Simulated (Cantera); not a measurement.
Charge: 1 mol FeS2, 17 mol H2, 1.6 mol N2, held at 1.00 bar.

Method: chemical equilibrium by Gibbs-energy minimisation in Cantera with the NASA 1993 tables (ideal gas, pure condensed phases). Candidate condensed phases: Fe, FeS, FeS2, S; 16 gas species. FeS: taken at fixed stoichiometry. Gases not in the tables: S3 to S7. Kinetics and transport are ignored.

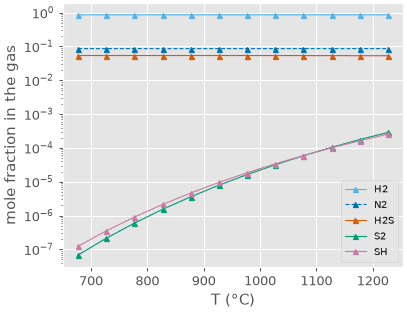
Equilibrium gas composition (values under 1e-9 drawn at 1e-9)

### Question
Read off the mole fractions at 827 °C.

### Answer
H2 about 0.86, N2 about 0.086, H2S about 0.054, SH about 2.1e-6, S2 about 1.5e-6.
